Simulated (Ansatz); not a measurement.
Structure of SnGe2:

```cif
data_structure
_symmetry_space_group_name_H-M 'P 1'
_symmetry_Int_Tables_number 1
_cell_length_a 6.6153
_cell_length_b 6.6153
_cell_length_c 6.6153
_cell_angle_alpha 90.000
_cell_angle_beta 90.000
_cell_angle_gamma 90.000
_cell_volume 289.50
loop_
_atom_site_label
_atom_site_type_symbol
_atom_site_fract_x
_atom_site_fract_y
_atom_site_fract_z
_atom_site_occupancy
Sn1 Sn 0.00000 0.00000 0.00000 1
Ge1 Ge 0.25000 0.25000 0.75000 1
Ge2 Ge 0.25000 0.75000 0.75000 1
Sn2 Sn 0.00000 0.50000 0.50000 1
Ge3 Ge 0.25000 0.75000 0.25000 1
Ge4 Ge 0.25000 0.25000 0.25000 1
Sn3 Sn 0.50000 0.00000 0.50000 1
Ge5 Ge 0.75000 0.25000 0.25000 1
Ge6 Ge 0.75000 0.75000 0.25000 1
Sn4 Sn 0.50000 0.50000 0.00000 1
Ge7 Ge 0.75000 0.75000 0.75000 1
Ge8 Ge 0.75000 0.25000 0.75000 1
```

It is based on coordinates from a relaxation with DFT LDA, scalar-relativistic, plane waves, PAW (Ansatz 0.2.0); the starting structure was generated, so it need not be a known form of this composition.

Which powder rings are expected with λ = 0.2066 Å and a flat detector at 1120 mm? List the innermost 7, leaving out those under 3 % of the strongest.

```csv
ring,radius,2θ (°),d (Å),hkl
1,60.7 mm,3.10,3.82,111
2,99.2 mm,5.06,2.34,220
3,116.5 mm,5.94,1.995,311
4,140.7 mm,7.16,1.654,400
5,153.5 mm,7.81,1.518,331
6,172.9 mm,8.77,1.350,422
7,183.6 mm,9.31,1.273,511/333
```

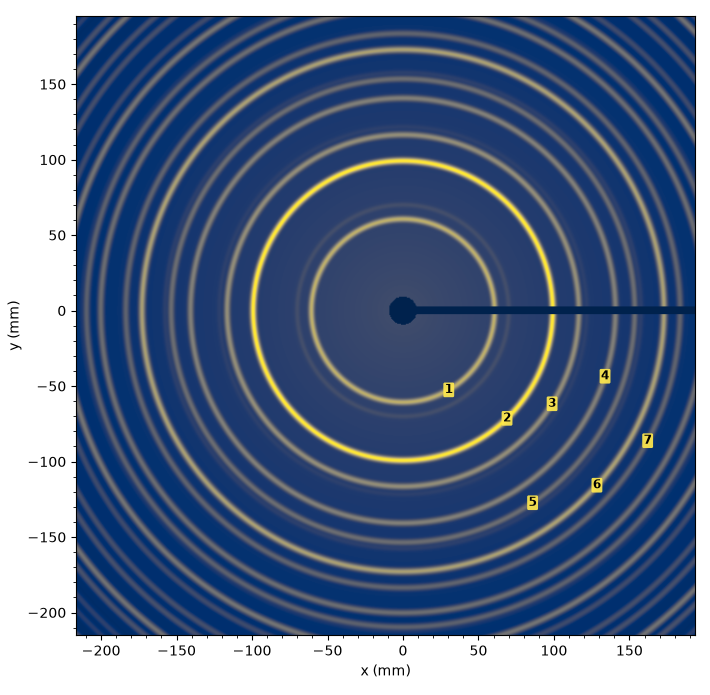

Simulated X-ray powder rings on a flat area detector normal to the beam: λ = 0.2066 Å, sample-to-detector distance 1120 mm, axes in mm from the beam centre, beam polarised horizontally, for a fine-grained powder without texture. Kinematic intensities with B = 0.8 Å² for all atoms, without absorption; brightness goes as intensity to the power 0.4, clipped at the top. Reflections closer than the ring width show as one ring. The numbers mark the rings of the table.
